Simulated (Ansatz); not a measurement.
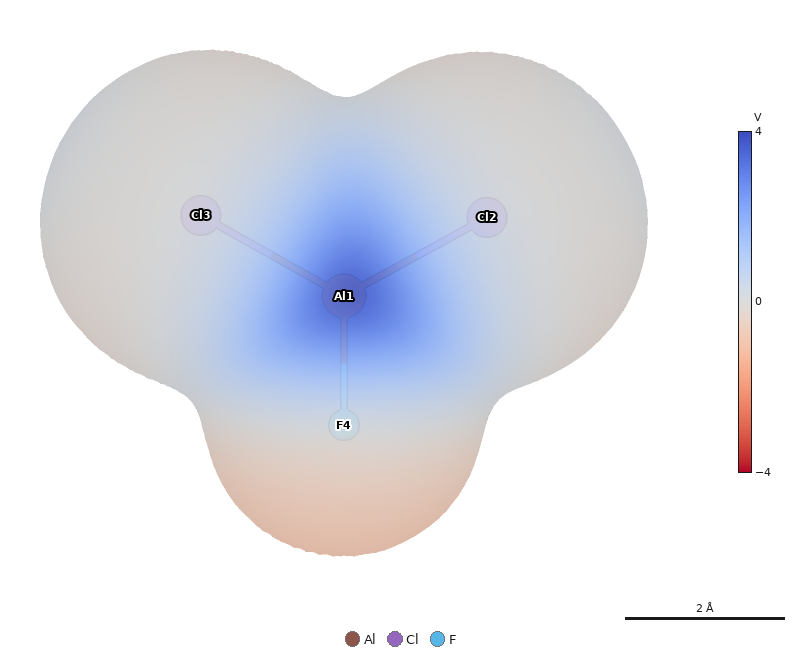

Figure 1: AlCl$_{2}$F. The electrostatic potential painted on the density surface at 0.001 e/bohr³, seen across its widest extent; red is negative and blue positive.

Geometry: r2SCAN-D4/def2-TZVP.

These are results of RKS PBE0-D4/def2-TZVP in Ansatz, not measurements.

### Describe the electrostatic potential map.

The most negative region (about −0.9 V, or −21 kcal/mol for a unit charge) lies over F4, the most positive (about +3.4 V, or +78 kcal/mol for a unit charge) over Al1.
